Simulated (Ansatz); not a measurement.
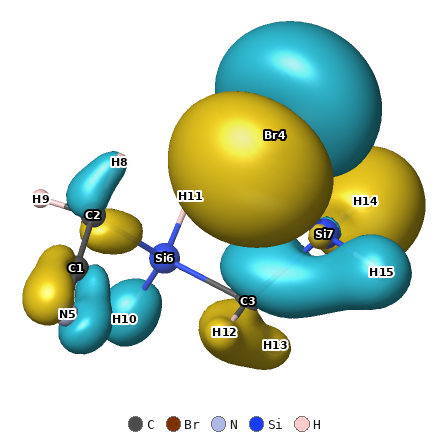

Figure. C₃H₈BrNSi₂ (SMILES N#CC[SiH2]C[SiH2]Br). The HOMO at ±0.06 Å⁻³ᐟ² (yellow and cyan are the two phases), seen from one side.

Geometry: PBE-D3(BJ)/def2-SVP.

Theory: isolated molecule in a Gaussian basis; Kohn-Sham density functional theory, functional PBE0 in Ansatz 0.2.0.

```csv
atom,x (Å),y (Å),z (Å)
C,1.2363,-2.4799,0.2955
C,0.8261,-1.3523,-0.5213
C,0.0799,0.0479,2.1634
Br,-2.7348,-1.1113,0.6374
N,1.5595,-3.3411,1.0238
Si,0.9282,0.2807,0.4879
Si,-1.7912,0.2219,2.1948
H,-0.2241,-1.4935,-0.8540
H,1.4664,-1.2693,-1.4243
H,2.3792,0.6202,0.6824
H,0.2710,1.3654,-0.3211
H,0.3718,-0.9492,2.5603
H,0.4793,0.8074,2.8724
H,-2.1923,1.6306,1.8644
H,-2.3685,-0.1761,3.5216
```

### Describe this orbital and give its energy.

By Hirshfeld shares it lies mainly on Br4 (about 75 %), Si7 (about 10 %) and H14 (about 5 %); largely a lone pair of Br4. Its energy is −8.55 eV.
